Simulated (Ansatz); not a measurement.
# Run report: AlNH₃Cl, molecular dynamics (part 2 of 2)

AlNH₃Cl; UKS revPBE-D4/def2-SVP (Ansatz 0.2.0). It belongs to a series of runs on one base structure; here: dynamics from the start.

The program's output, continued:
```
md step   111: t =    55.50 fs  T =  2989.9 K  F+E_penalty+E_count = -20648.45397269 eV  E_kin = 1.545883 eV  conserved = -20646.90808936 eV  (29 SCF iters, 5 dispersion substeps)
md step   112: t =    56.00 fs  T =  3082.4 K  F+E_penalty+E_count = -20648.50168953 eV  E_kin = 1.593715 eV  conserved = -20646.90797474 eV  (30 SCF iters, 5 dispersion substeps)
md step   113: t =    56.50 fs  T =  3242.8 K  F+E_penalty+E_count = -20648.58480388 eV  E_kin = 1.676670 eV  conserved = -20646.90813389 eV  (29 SCF iters, 5 dispersion substeps)
md step   114: t =    57.00 fs  T =  3464.9 K  F+E_penalty+E_count = -20648.70023002 eV  E_kin = 1.791516 eV  conserved = -20646.90871372 eV  (30 SCF iters, 5 dispersion substeps)
md step   115: t =    57.50 fs  T =  3730.1 K  F+E_penalty+E_count = -20648.83850165 eV  E_kin = 1.928616 eV  conserved = -20646.90988524 eV  (30 SCF iters, 5 dispersion substeps)
md step   116: t =    58.00 fs  T =  4002.9 K  F+E_penalty+E_count = -20648.98140825 eV  E_kin = 2.069661 eV  conserved = -20646.91174714 eV  (30 SCF iters, 5 dispersion substeps)
md step   117: t =    58.50 fs  T =  4229.7 K  F+E_penalty+E_count = -20649.10102075 eV  E_kin = 2.186917 eV  conserved = -20646.91410419 eV  (30 SCF iters, 5 dispersion substeps)
md step   118: t =    59.00 fs  T =  4346.5 K  F+E_penalty+E_count = -20649.16343154 eV  E_kin = 2.247319 eV  conserved = -20646.91611250 eV  (29 SCF iters, 5 dispersion substeps)
md step   119: t =    59.50 fs  T =  4304.8 K  F+E_penalty+E_count = -20649.14194146 eV  E_kin = 2.225773 eV  conserved = -20646.91616826 eV  (29 SCF iters, 5 dispersion substeps)
md step   120: t =    60.00 fs  T =  4113.1 K  F+E_penalty+E_count = -20649.03969940 eV  E_kin = 2.126641 eV  conserved = -20646.91305873 eV  (29 SCF iters, 5 dispersion substeps)
md step   121: t =    60.50 fs  T =  3859.8 K  F+E_penalty+E_count = -20648.90407737 eV  E_kin = 1.995695 eV  conserved = -20646.90838271 eV  (28 SCF iters, 5 dispersion substeps)
md step   122: t =    61.00 fs  T =  3666.3 K  F+E_penalty+E_count = -20648.80191465 eV  E_kin = 1.895604 eV  conserved = -20646.90631019 eV  (28 SCF iters, 5 dispersion substeps)
md step   123: t =    61.50 fs  T =  3587.8 K  F+E_penalty+E_count = -20648.76341918 eV  E_kin = 1.855044 eV  conserved = -20646.90837478 eV  (28 SCF iters, 5 dispersion substeps)
md step   124: t =    62.00 fs  T =  3577.9 K  F+E_penalty+E_count = -20648.76141825 eV  E_kin = 1.849937 eV  conserved = -20646.91148131 eV  (29 SCF iters, 5 dispersion substeps)
md step   125: t =    62.50 fs  T =  3555.6 K  F+E_penalty+E_count = -20648.75105489 eV  E_kin = 1.838377 eV  conserved = -20646.91267769 eV  (28 SCF iters, 5 dispersion substeps)
md step   126: t =    63.00 fs  T =  3480.6 K  F+E_penalty+E_count = -20648.71148764 eV  E_kin = 1.799588 eV  conserved = -20646.91189990 eV  (29 SCF iters, 5 dispersion substeps)
md step   127: t =    63.50 fs  T =  3365.3 K  F+E_penalty+E_count = -20648.65039719 eV  E_kin = 1.740017 eV  conserved = -20646.91038035 eV  (30 SCF iters, 5 dispersion substeps)
md step   128: t =    64.00 fs  T =  3247.6 K  F+E_penalty+E_count = -20648.58817968 eV  E_kin = 1.679156 eV  conserved = -20646.90902388 eV  (30 SCF iters, 5 dispersion substeps)
md step   129: t =    64.50 fs  T =  3164.8 K  F+E_penalty+E_count = -20648.54449406 eV  E_kin = 1.636343 eV  conserved = -20646.90815083 eV  (30 SCF iters, 3 dispersion substeps)
md step   130: t =    65.00 fs  T =  3142.7 K  F+E_penalty+E_count = -20648.53266178 eV  E_kin = 1.624896 eV  conserved = -20646.90776611 eV  (31 SCF iters, 3 dispersion substeps)
md step   131: t =    65.50 fs  T =  3193.5 K  F+E_penalty+E_count = -20648.55894494 eV  E_kin = 1.651165 eV  conserved = -20646.90778023 eV  (30 SCF iters, 3 dispersion substeps)
md step   132: t =    66.00 fs  T =  3317.9 K  F+E_penalty+E_count = -20648.62359375 eV  E_kin = 1.715490 eV  conserved = -20646.90810409 eV  (31 SCF iters, 3 dispersion substeps)
md step   133: t =    66.50 fs  T =  3507.4 K  F+E_penalty+E_count = -20648.72212377 eV  E_kin = 1.813446 eV  conserved = -20646.90867807 eV  (30 SCF iters, 3 dispersion substeps)
md step   134: t =    67.00 fs  T =  3745.8 K  F+E_penalty+E_count = -20648.84621605 eV  E_kin = 1.936727 eV  conserved = -20646.90948933 eV  (29 SCF iters, 3 dispersion substeps)
md step   135: t =    67.50 fs  T =  4010.0 K  F+E_penalty+E_count = -20648.98391275 eV  E_kin = 2.073317 eV  conserved = -20646.91059526 eV  (29 SCF iters, 3 dispersion substeps)
md step   136: t =    68.00 fs  T =  4268.0 K  F+E_penalty+E_count = -20649.11884746 eV  E_kin = 2.206710 eV  conserved = -20646.91213739 eV  (30 SCF iters, 3 dispersion substeps)
md step   137: t =    68.50 fs  T =  4475.9 K  F+E_penalty+E_count = -20649.22852492 eV  E_kin = 2.314245 eV  conserved = -20646.91428018 eV  (29 SCF iters, 3 dispersion substeps)
md step   138: t =    69.00 fs  T =  4576.2 K  F+E_penalty+E_count = -20649.28297972 eV  E_kin = 2.366099 eV  conserved = -20646.91688074 eV  (29 SCF iters, 3 dispersion substeps)
md step   139: t =    69.50 fs  T =  4506.8 K  F+E_penalty+E_count = -20649.24896765 eV  E_kin = 2.330194 eV  conserved = -20646.91877389 eV  (29 SCF iters, 3 dispersion substeps)
md step   140: t =    70.00 fs  T =  4239.6 K  F+E_penalty+E_count = -20649.10942437 eV  E_kin = 2.192066 eV  conserved = -20646.91735838 eV  (28 SCF iters, 3 dispersion substeps)
md step   141: t =    70.50 fs  T =  3847.5 K  F+E_penalty+E_count = -20648.90020972 eV  E_kin = 1.989292 eV  conserved = -20646.91091818 eV  (28 SCF iters, 3 dispersion substeps)
md step   142: t =    71.00 fs  T =  3524.5 K  F+E_penalty+E_count = -20648.72623639 eV  E_kin = 1.822329 eV  conserved = -20646.90390728 eV  (29 SCF iters, 3 dispersion substeps)
md step   143: t =    71.50 fs  T =  3454.6 K  F+E_penalty+E_count = -20648.69083556 eV  E_kin = 1.786186 eV  conserved = -20646.90464968 eV  (28 SCF iters, 3 dispersion substeps)
md step   144: t =    72.00 fs  T =  3617.2 K  F+E_penalty+E_count = -20648.78277827 eV  E_kin = 1.870250 eV  conserved = -20646.91252842 eV  (29 SCF iters, 3 dispersion substeps)
md step   145: t =    72.50 fs  T =  3802.1 K  F+E_penalty+E_count = -20648.88466693 eV  E_kin = 1.965820 eV  conserved = -20646.91884679 eV  (29 SCF iters, 3 dispersion substeps)
md step   146: t =    73.00 fs  T =  3815.2 K  F+E_penalty+E_count = -20648.89222182 eV  E_kin = 1.972612 eV  conserved = -20646.91960950 eV  (29 SCF iters, 3 dispersion substeps)
md step   147: t =    73.50 fs  T =  3602.3 K  F+E_penalty+E_count = -20648.77940419 eV  E_kin = 1.862539 eV  conserved = -20646.91686479 eV  (28 SCF iters, 3 dispersion substeps)
md step   148: t =    74.00 fs  T =  3217.4 K  F+E_penalty+E_count = -20648.57692455 eV  E_kin = 1.663543 eV  conserved = -20646.91338114 eV  (28 SCF iters, 3 dispersion substeps)
md step   149: t =    74.50 fs  T =  2750.1 K  F+E_penalty+E_count = -20648.33239826 eV  E_kin = 1.421921 eV  conserved = -20646.91047706 eV  (29 SCF iters, 3 dispersion substeps)
these checks for a lower state are left out or cut short: starts, cluster_reference, orbital_swaps, neighbouring_geometries, increment
734 factors; their error is unknown
mean field -20647.78859808 eV, -758.7922354057 hartree, gradient 2.1e-5 eV, S^2 0.000000; 0 other end points of the search recorded, 0 dependent functions left out
the calculation of the forces begins
reference -20647.78864102 eV, -758.7922369838 hartree; 20, 20 occupied and 45, 45 virtual orbitals, 734 factors
734 factors; their error is unknown
mean field evaluation 1216: about -20647.7886 eV, gradient 8.2e-6 eV
mean field -20647.78859808 eV, -758.7922354057 hartree, gradient 2.0e-5 eV, S^2 0.000000; 1 other end points of the search recorded, 0 dependent functions left out
the calculation of the forces begins
reference -20647.78864102 eV, -758.7922369838 hartree; 20, 20 occupied and 45, 45 virtual orbitals, 734 factors
md step   150: t =    75.00 fs  T =  2282.1 K  F+E_penalty+E_count = -20648.08835538 eV  E_kin = 1.179944 eV  conserved = -20646.90841090 eV  (30 SCF iters, 3 dispersion substeps)
```

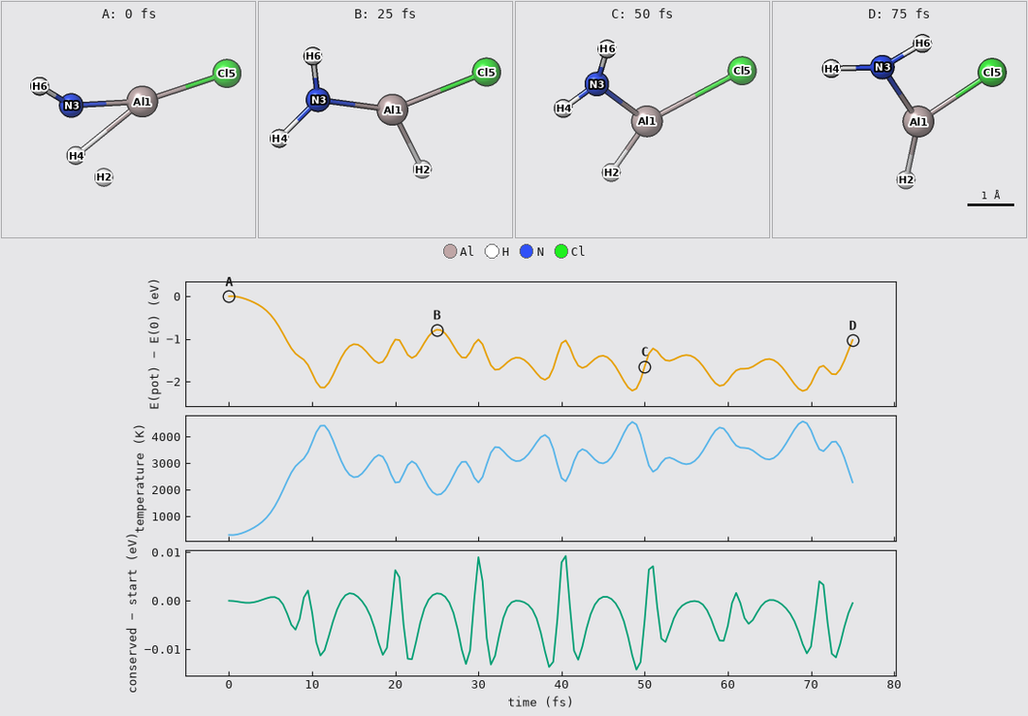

Frames of the molecular dynamics (ball-and-stick, seen at a tilt) above the curves, on which the letters mark them. The trajectory kept here has 151 frames over 75 fs. The temperature starts at 300 K, ranges from 297 to 4576 K and averages 3505 K over the second half. The potential energy ends 1.025 eV below its first value. The conserved quantity stays within 0.023 eV. After an unweighted best fit of the last frame on the first, the root-mean-square displacement is 1.15 Å.

```
Total energy: -20648.08839832 eV, -758.8032528612 hartree
Atom 0 at     0.803854     0.315969     0.341550 Å, force    -1.102669    -2.229773    -3.132109 eV/Å
Atom 1 at     2.226904    -0.066818    -0.439660 Å, force    -0.906697     0.028516     0.338723 eV/Å
Atom 2 at    -1.080145     0.201823     0.262172 Å, force     1.811575    -2.276215    -3.651789 eV/Å
Atom 3 at    -1.635313    -0.301613    -0.619842 Å, force     0.879776     2.005921     3.775629 eV/Å
Atom 4 at     0.678955     1.591100     1.827780 Å, force     1.041846     3.044628     3.743274 eV/Å
Atom 5 at    -1.225483     0.725845     1.155499 Å, force    -1.723831    -0.573077    -1.073728 eV/Å
Dipole moment:    -0.074691    -0.238970    -0.236356 e Å
```

Trajectory as extended XYZ (Å, eV, eV/Å), 15 of the 151 frames kept, from step=0 to step=150:
```
6
Properties=species:S:1:pos:R:3:forces:R:3 step=0 time_fs=0.0 energy=-20647.06304 temperature=300.0
Al    0.2196    0.5048    0.5770    0.4598  -1.2870  -1.4483
H     1.2496   -0.6397   -0.7018    1.1161   0.6655   0.7728
N    -0.9151   -0.3324   -0.3915    0.3671  -0.3185  -0.3601
H     0.2802   -0.7485   -0.8452   -1.7893   0.1142   0.1038
Cl    1.0505    1.7225    1.9709    0.5401   0.9202   1.0521
H    -1.8849   -0.5066   -0.6094   -0.6938  -0.0945  -0.1202
6
Properties=species:S:1:pos:R:3:forces:R:3 step=11 time_fs=5.5 energy=-20647.61880 temperature=1376.4
Al    0.2307    0.4932    0.5523    1.0890  -0.9100  -1.0462
H     1.3739   -0.5395   -0.6125   -0.1436   0.8588   1.0897
N    -0.9508   -0.3590   -0.4080    0.6068   0.2047   0.2321
H     0.1327   -0.7426   -0.7703   -2.4282  -0.2768  -0.5924
Cl    1.0589    1.7378    1.9921   -0.0078   0.4220   0.4649
H    -1.9608   -0.4698   -0.6309    0.8839  -0.2987  -0.1481
6
Properties=species:S:1:pos:R:3:forces:R:3 step=21 time_fs=10.5 energy=-20649.07289 temperature=4170.6
Al    0.2513    0.4737    0.5197    1.6166  -0.4286  -0.4334
H     1.4822   -0.2394   -0.2709    0.0914   0.2583   0.3323
N    -0.9844   -0.3723   -0.4115   -1.2852   1.9768   2.0571
H    -0.3620   -0.9031   -0.9299    1.5678  -1.8526  -1.9094
Cl    1.0666    1.7549    2.0150   -0.7105   0.0986   0.0683
H    -1.9264   -0.5051   -0.6948   -1.2799  -0.0525  -0.1149
6
Properties=species:S:1:pos:R:3:forces:R:3 step=32 time_fs=16.0 energy=-20648.25812 temperature=2611.2
Al    0.2862    0.4494    0.4810    0.1017   0.1342   0.2584
H     1.7197    0.1179    0.1491    0.9405  -0.9323  -1.0358
N    -1.0411   -0.3783   -0.4074   -0.3180  -3.3529  -3.6998
H    -0.7437   -1.2104   -1.2524    0.2215   2.9237   3.1152
Cl    1.0694    1.7747    2.0409   -1.2927   0.0884   0.0281
H    -2.0293   -0.5179   -0.7269    0.3469   1.1388   1.3339
6
Properties=species:S:1:pos:R:3:forces:R:3 step=43 time_fs=21.5 energy=-20648.43702 temperature=2934.3
Al    0.3261    0.4258    0.4446    1.7783  -0.3986  -0.1283
H     2.1176    0.2334    0.2968   -1.6678  -0.6499  -0.8337
N    -1.1000   -0.4206   -0.4447   -0.9241   3.5011   3.1871
H    -1.0062   -1.1040   -1.1139    0.9733  -2.4046  -2.3148
Cl    1.0618    1.7950    2.0668   -1.5432  -0.1802  -0.3065
H    -2.1440   -0.2348   -0.4277    1.3834   0.1322   0.3962
6
Properties=species:S:1:pos:R:3:forces:R:3 step=54 time_fs=27.0 energy=-20648.22175 temperature=2536.2
Al    0.3834    0.3981    0.4068    1.1697  -0.5025  -0.1179
H     2.0896    0.1614    0.2063   -1.4103  -0.4663  -0.6408
N    -1.1649   -0.4206   -0.4434    3.0965  -0.0058   0.1816
H    -1.0483   -1.2443   -1.2160   -1.1170   2.7458   2.4687
Cl    1.0417    1.8138    2.0901   -1.4321  -0.5907  -0.7911
H    -2.0026    0.0589   -0.0620   -0.3070  -1.1805  -1.1005
6
Properties=species:S:1:pos:R:3:forces:R:3 step=64 time_fs=32.0 energy=-20648.78548 temperature=3609.4
Al    0.4440    0.3688    0.3719   -2.3706   0.1664   0.5805
H     1.7848   -0.0330   -0.0477    1.8188  -0.7915  -0.9387
N    -1.1755   -0.3928   -0.4146    3.5140   1.7067   1.6806
H    -1.3088   -1.1387   -1.1071   -0.3200   0.3964   0.3734
Cl    1.0133    1.8266    2.1056   -1.1409  -1.0721  -1.3466
H    -1.9104    0.0937    0.0705   -1.5013  -0.4058  -0.3492
6
Properties=species:S:1:pos:R:3:forces:R:3 step=75 time_fs=37.5 energy=-20648.97382 temperature=3982.9
Al    0.4943    0.3367    0.3378   -0.1416  -0.5056  -0.2650
H     1.7395   -0.4042   -0.5225   -0.5310   0.6653   0.7026
N    -1.1380   -0.3159   -0.3364   -1.9400  -0.5154  -0.0885
H    -1.5647   -1.0725   -1.0377    2.1113   1.7477   1.5259
Cl    0.9732    1.8323    2.1121   -0.7292  -1.4702  -1.7885
H    -2.0692   -0.0100    0.0742    1.2305   0.0781  -0.0864
6
Properties=species:S:1:pos:R:3:forces:R:3 step=86 time_fs=43.0 energy=-20648.70387 temperature=3462.4
Al    0.5393    0.3008    0.3026    0.5621  -0.2375  -0.2049
H     1.6486   -0.6323   -0.8470   -0.6480   1.1690   1.3684
N    -1.1049   -0.2204   -0.2339   -2.4847  -1.6456  -1.2601
H    -1.5214   -0.9508   -0.9642    2.3368   1.4665   1.2364
Cl    0.9271    1.8260    2.1041   -0.4040  -1.6066  -1.9165
H    -2.0622   -0.0496    0.1273    0.6378   0.8542   0.7767
6
Properties=species:S:1:pos:R:3:forces:R:3 step=96 time_fs=48.0 energy=-20649.19890 temperature=4416.6
Al    0.5844    0.2663    0.2690   -0.0014   1.1168   1.2358
H     1.4194   -0.5652   -0.8224    0.5848   0.3702   0.4075
N    -1.0930   -0.1332   -0.1355   -0.1439  -1.5874  -1.6475
H    -1.1983   -0.8762   -0.9591   -0.1533   1.9728   2.2598
Cl    0.8822    1.8089    2.0832   -0.1058  -1.6211  -1.9039
H    -1.9491    0.1233    0.3636   -0.1804  -0.2513  -0.3517
6
Properties=species:S:1:pos:R:3:forces:R:3 step=107 time_fs=53.5 energy=-20648.54341 temperature=3156.1
Al    0.6315    0.2429    0.2492   -1.1891   2.9815   3.6117
H     1.3848   -0.4592   -0.7832    1.6980  -0.8904  -1.3348
N    -1.0856   -0.0385   -0.0244    2.6666  -1.0142  -1.5783
H    -0.8453   -0.7045   -0.8692   -2.6981   1.0918   1.7491
Cl    0.8321    1.7775    2.0454    0.2687  -1.4327  -1.6474
H    -1.8708    0.2604    0.5488   -0.7460  -0.7361  -0.8003
6
Properties=species:S:1:pos:R:3:forces:R:3 step=118 time_fs=59.0 energy=-20649.16343 temperature=4346.5
Al    0.6707    0.2474    0.2621    1.5237   1.1873   0.8488
H     1.7217   -0.5154   -0.9791   -0.8682   0.8244   1.3826
N    -1.0400    0.0602    0.0859   -0.7642  -1.0902  -1.1652
H    -1.0918   -0.5824   -0.7274   -0.9421   0.0872   0.1795
Cl    0.7841    1.7345    1.9942    0.5868  -1.0155  -1.1382
H    -1.9551    0.2153    0.5258    0.4640   0.0068  -0.1075
6
Properties=species:S:1:pos:R:3:forces:R:3 step=129 time_fs=64.5 energy=-20648.54449 temperature=3164.8
Al    0.7227    0.2654    0.2854    1.0056   0.4361  -0.0344
H     1.8693   -0.3769   -0.8446   -0.8908   0.5739   1.0917
N    -1.0015    0.1380    0.1729   -5.3772  -3.1174  -3.3990
H    -1.6358   -0.4726   -0.5960    3.1425   1.0766   0.9024
Cl    0.7409    1.6832    1.9339    0.8482  -0.2398  -0.1962
H    -1.9701    0.2082    0.5498    1.2716   1.2706   1.6355
6
Properties=species:S:1:pos:R:3:forces:R:3 step=139 time_fs=69.5 energy=-20649.24897 temperature=4506.8
Al    0.7757    0.2873    0.3090   -3.8657   0.9445   1.5051
H     1.8523   -0.1408   -0.5108    2.2507  -1.0412  -1.7543
N    -1.0379    0.1697    0.2103   -0.2888  -0.1634   0.3538
H    -1.5784   -0.3109   -0.4847   -0.4208  -0.6632  -0.8709
Cl    0.7077    1.6351    1.8778    1.0227   1.0338   1.3585
H    -1.7519    0.4754    0.9256    1.3019  -0.1104  -0.5923
6
Properties=species:S:1:pos:R:3:forces:R:3 step=150 time_fs=75.0 energy=-20648.08835 temperature=2282.1
Al    0.8039    0.3160    0.3416   -1.1027  -2.2298  -3.1321
H     2.2269   -0.0668   -0.4397   -0.9067   0.0285   0.3387
N    -1.0801    0.2018    0.2622    1.8116  -2.2762  -3.6518
H    -1.6353   -0.3016   -0.6198    0.8798   2.0059   3.7756
Cl    0.6790    1.5911    1.8278    1.0418   3.0446   3.7433
H    -1.2255    0.7258    1.1555   -1.7238  -0.5731  -1.0737
```

The run was set up as follows.

Input file:
```yaml
crystal:
  periodic: [false, false, false]
  atoms:
    - { symbol: Al, position_ang: [0.2196, 0.5048, 0.577] }
    - { symbol: H, position_ang: [1.2496, -0.6397, -0.7018] }
    - { symbol: "N", position_ang: [-0.9151, -0.3324, -0.3915] }
    - { symbol: H, position_ang: [0.2802, -0.7485, -0.8452] }
    - { symbol: Cl, position_ang: [1.0505, 1.7225, 1.9709] }
    - { symbol: H, position_ang: [-1.8849, -0.5066, -0.6094] }
magnetization:
  spin_polarized: true
basis:
  gaussian: { orbitals: def2-SVP }
hamiltonian:
  xc: revpbe
  dispersion: d4
md:
  timestep: 0.5
  n_steps: 150
  ensemble: nve
  temperature: 300.0
  initial_velocities: maxwell_boltzmann
  seed: 772482
```

Run as:
```bash
ansatz run input.yaml --threads 1 --pin off --max-ram 2048MiB --backend cpu --events-out ev --progress --plain --runs-dir out
```

Results in brief:

```tsv
quantity	value
outcome	finished
mean temperature over the second half	3505 K
trajectory	150 steps, 75 fs
ensemble	nve
temperature in the input	300.0 K
time step	0.5 fs
potential energy (last step)	−20648.0884 eV
mean-field energy (last step)	−20647.7886 eV
largest force (length of the vector) (last step)	4.936 eV/Å
hardware	1 thread of Intel Xeon (Sapphire Rapids), 10 GiB of memory available, shared host
wall time	3.8 min
peak memory	0.14 GiB
```

Remarks:

So short a trajectory is not equilibrated.
